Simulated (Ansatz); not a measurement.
## Geometry relaxation, with input and output: ZnH3ClO3 (part 2 of 2)

The same run, continued: ZnH3ClO3; RKS PBE/def2-SVP (Ansatz 0.2.0). The input holds or restrains some coordinates. It belongs to a series of runs on one base structure; here: pulled along the bonds that form and break, towards end A.

Geometry of the input (Å):
```
Zn -0.4940  0.6682  -0.9095
O  0.9769  -0.9538  -1.0662
Cl -2.4673  1.2972  -1.1015
H  1.0170  -0.4582  0.1095
O  0.6061  0.3912  0.9729
O  -0.6636  -0.2157  1.2699
H  1.8246  -0.7649  -1.4686
H  -0.7997  0.0360  2.1934
```

Trajectory as extended XYZ, continued:
```
8
Properties=species:S:1:pos:R:3:forces:R:3 step=3 energy=-67096.53883
Zn   -0.5323    0.5547   -1.2265    1.8210  -2.0372   0.3622
O     0.8355   -0.9222   -1.3394   -0.2602   1.6143   0.4818
Cl   -2.4829    1.3080   -1.1114   -0.2847   0.3510  -0.1870
H     1.0285   -0.3103    0.4647    0.2849  -0.1194  -0.1590
O     0.7883    0.2991    1.2269   -0.9090  -0.4844  -0.5536
O    -0.6416   -0.2061    1.2672    0.9166   0.3601   0.0337
H     1.8147   -0.7584   -1.4788   -1.2625   0.2686  -0.0877
H    -0.8103    0.0352    2.1972   -0.3062   0.0471   0.1097
8
Properties=species:S:1:pos:R:3:forces:R:3 step=4 energy=-67096.57007
Zn   -0.5438    0.4692   -1.3900    0.7546  -1.1226   0.4960
O     0.7623   -0.8800   -1.4745    0.5774   0.9139   0.3818
Cl   -2.4758    1.3146   -1.1256    0.1670   0.1236  -0.2373
H     1.1050   -0.2971    0.6427    0.7613  -1.0420  -1.3746
O     0.8384    0.2721    1.3619   -1.5633   0.3996   0.6741
O    -0.6126   -0.1920    1.2727    1.1238   0.5250   0.3518
H     1.7565   -0.7281   -1.4862   -1.4774   0.2183  -0.2085
H    -0.8299    0.0413    2.1989   -0.3435  -0.0157  -0.0833
8
Properties=species:S:1:pos:R:3:forces:R:3 step=5 energy=-67096.78305
Zn   -0.5863    0.3869   -1.3714    0.4674  -0.7370   0.5345
O     0.7575   -0.8817   -1.4201    1.2559   0.9034  -0.0130
Cl   -2.4763    1.3354   -1.1889    0.1217   0.0844  -0.1925
H     1.1886   -0.3739    0.7470    0.3333  -0.4198  -0.6246
O     0.8619    0.2211    1.4457   -0.7866   0.0238   0.1042
O    -0.5709   -0.1693    1.2685    0.4819   0.3545   0.3654
H     1.7145   -0.6209   -1.6426   -1.8122  -0.1682   0.2116
H    -0.8889    0.1023    2.1617   -0.0615  -0.0411  -0.3856
8
Properties=species:S:1:pos:R:3:forces:R:3 step=6 energy=-67096.97212
Zn   -0.6824    0.3186   -1.2099    0.4567  -0.4997   0.3821
O     0.7312   -0.8742   -1.3416    1.2237   0.9573  -0.0331
Cl   -2.5477    1.3564   -1.2679    0.1783  -0.0419  -0.0852
H     1.3166   -0.4545    0.8161    0.1625  -0.3825  -0.6075
O     0.9473    0.1055    1.5277   -1.1093   0.0403  -0.0766
O    -0.4869   -0.0897    1.1109    0.5856   0.3397   0.8134
H     1.6406   -0.5141   -1.6075   -1.6453  -0.3728   0.2264
H    -0.9186    0.1519    1.9721    0.1477  -0.0404  -0.6195
8
Properties=species:S:1:pos:R:3:forces:R:3 step=7 energy=-67097.08703
Zn   -0.6901    0.2443   -1.1130    0.5519  -0.3901   0.1308
O     0.7945   -0.8704   -1.3098    1.1695   1.2621  -0.3963
Cl   -2.5170    1.3411   -1.2948    0.1452  -0.0849  -0.0231
H     1.3040   -0.4828    0.8452    0.1463  -0.1366  -0.3482
O     0.9258    0.0257    1.6038   -0.4357  -0.1178  -0.3315
O    -0.4667   -0.0391    1.1126   -0.0392   0.2174   0.7162
H     1.5952   -0.4435   -1.7834   -1.6961  -0.7034   0.8105
H    -0.9457    0.2246    1.9393    0.1582  -0.0467  -0.5584
8
Properties=species:S:1:pos:R:3:forces:R:3 step=8 energy=-67097.16894
Zn   -0.6807    0.2192   -1.1031    0.6144  -0.3494   0.1093
O     0.8470   -0.8253   -1.3157    0.2519   0.7662   0.0039
Cl   -2.5337    1.2690   -1.2498    0.0700  -0.0465  -0.0344
H     1.2880   -0.5894    0.8794    0.0205  -0.1520  -0.5661
O     0.9144   -0.0630    1.6230   -0.5128   0.1216   0.0684
O    -0.4649    0.0180    1.1035    0.1667   0.0108   0.2633
H     1.5815   -0.3887   -1.8271   -0.8173  -0.3229   0.4255
H    -0.9516    0.3602    1.8897    0.2066  -0.0278  -0.2699
8
Properties=species:S:1:pos:R:3:forces:R:3 step=9 energy=-67097.19778
Zn   -0.6621    0.2115   -1.0775    0.5915  -0.3421   0.0106
O     0.8887   -0.7840   -1.3105   -0.3417   0.3955   0.3489
Cl   -2.5432    1.2037   -1.2258    0.0120   0.0023  -0.0224
H     1.2770   -0.6492    0.9166    0.0619  -0.1385  -0.6556
O     0.8873   -0.1575    1.6729   -0.5461   0.2280   0.1566
O    -0.4505    0.0519    1.0858    0.1471  -0.0341   0.2962
H     1.5439   -0.3489   -1.8914   -0.1566  -0.0372   0.0662
H    -0.9411    0.4725    1.8298    0.2319  -0.0739  -0.2005
8
Properties=species:S:1:pos:R:3:forces:R:3 step=10 energy=-67097.21872
Zn   -0.6565    0.2004   -1.0226    0.5571  -0.4303  -0.0212
O     0.9039   -0.7608   -1.3135   -0.4150   0.3980   0.5812
Cl   -2.5122    1.1719   -1.3650   -0.0749   0.0873   0.0461
H     1.3038   -0.5214    0.8975    0.0350  -0.1421  -0.7220
O     0.8247   -0.3369    1.7353   -0.2655   0.1249   0.2300
O    -0.4997   -0.0371    1.1797    0.1011   0.0618   0.2068
H     1.4657   -0.3119   -1.9707    0.0360   0.0082  -0.0390
H    -0.8298    0.5957    1.8593    0.0261  -0.1080  -0.2820
8
Properties=species:S:1:pos:R:3:forces:R:3 step=11 energy=-67097.22652
Zn   -0.6817    0.1548   -0.9961    0.5852  -0.2332  -0.1435
O     0.9470   -0.6990   -1.2695   -0.6030   0.2588   0.5285
Cl   -2.5197    1.1982   -1.3437    0.1287  -0.0792   0.1062
H     1.2984   -0.6161    0.9573    0.2133  -0.0928  -0.7262
O     0.8407   -0.2821    1.7573   -0.2234   0.0901   0.1733
O    -0.4842   -0.0917    1.1695   -0.1275   0.0347   0.1524
H     1.4253   -0.2941   -2.0134    0.0802   0.0125  -0.0520
H    -0.8257    0.6300    1.7386   -0.0536   0.0092  -0.0387
8
Properties=species:S:1:pos:R:3:forces:R:3 step=12 energy=-67097.24339
Zn   -0.6650    0.1734   -1.0331    0.7050  -0.4275   0.0767
O     0.9339   -0.7371   -1.2854   -0.5765   0.3475   0.5263
Cl   -2.4929    1.2372   -1.2639   -0.0087   0.0194   0.0469
H     1.3076   -0.5335    0.9280    0.0910  -0.1278  -0.7312
O     0.8405   -0.2308    1.7357   -0.1442   0.1193   0.3119
O    -0.5148   -0.1589    1.2002   -0.0960   0.0178  -0.1764
H     1.4657   -0.3432   -1.9990    0.0358   0.0344  -0.0462
H    -0.8750    0.5929    1.7174   -0.0066   0.0169  -0.0080
8
Properties=species:S:1:pos:R:3:forces:R:3 step=13 energy=-67097.24763
Zn   -0.6648    0.1601   -1.0313    0.7003  -0.3996   0.0476
O     0.9401   -0.7389   -1.2858   -0.5531   0.3581   0.4924
Cl   -2.4912    1.2342   -1.2359   -0.0076   0.0142   0.0378
H     1.3077   -0.5229    0.9294    0.1119  -0.1357  -0.7472
O     0.8300   -0.2504    1.7414   -0.2624   0.1259   0.2762
O    -0.5200   -0.1517    1.1855    0.0249  -0.0265  -0.0954
H     1.4695   -0.3385   -1.9985    0.0155   0.0168  -0.0236
H    -0.8713    0.6082    1.6953   -0.0296   0.0470   0.0122
```

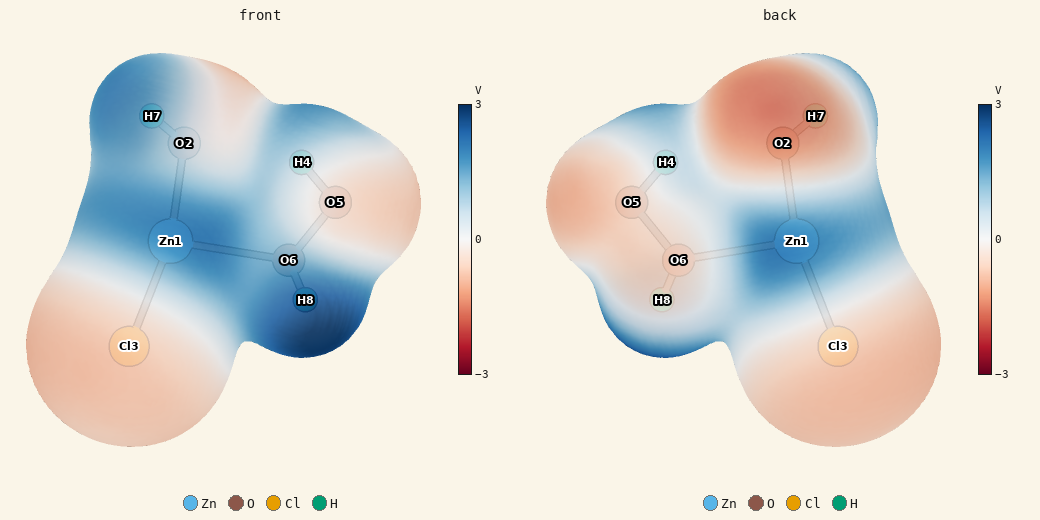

The electrostatic potential painted on the density surface at 0.002 e/bohr³, seen face on and from behind; red is negative and blue positive.

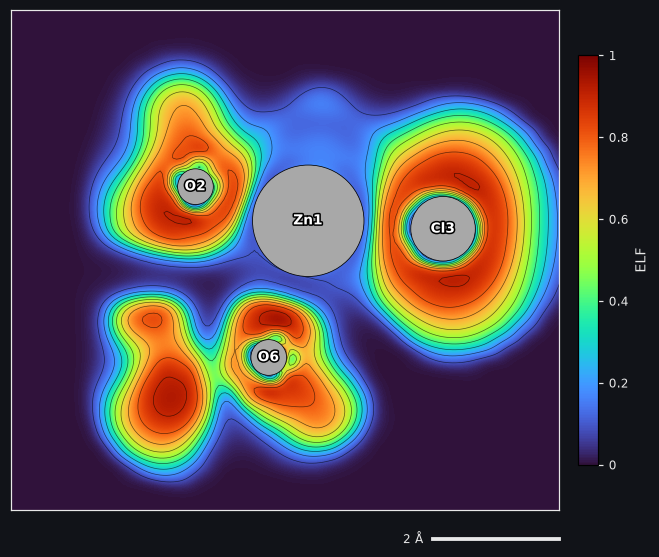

ELF on the plane of atoms O2, Zn1 and O6. Grey discs, where drawn, cover atomic cores. Atoms in the plane: Zn, O and Cl. Zn–O (1.86 Å): the ELF peaks at about 0.85 in the valence shell of O, 0.6 Å from its nucleus, and is about 0.20 at the midpoint. Zn–Cl (2.13 Å): the ELF peaks at about 0.80 in the valence shell of Cl, 0.8 Å from its nucleus, and is about 0.45 at the midpoint.

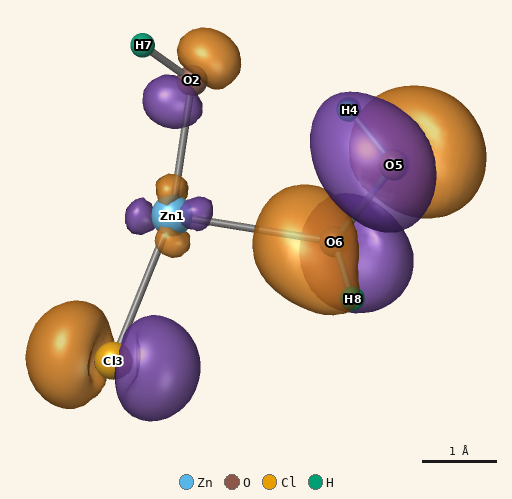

One frontier orbital at ±0.1 Å⁻³ᐟ² (orange and purple are the two phases), seen face on. The HOMO−1, at −6.34 eV. By Hirshfeld shares it lies mainly on O5 (50 %), O6 (30 %) and Cl3 (10 %); π-antibonding (π*) across O5–O6.

Key numbers:

| quantity | value |
| --- | --- |
| outcome | converged under the restraints of the input |
| total energy | −67097.2477 eV |
| mean-field energy | −67097.2477 eV |
| largest force (length of the vector) at the end, held atoms and coordinates included | 0.823 eV/Å |
| wall time | 28 s (CPU time 55 s) |
| peak memory | 0.15 GiB |
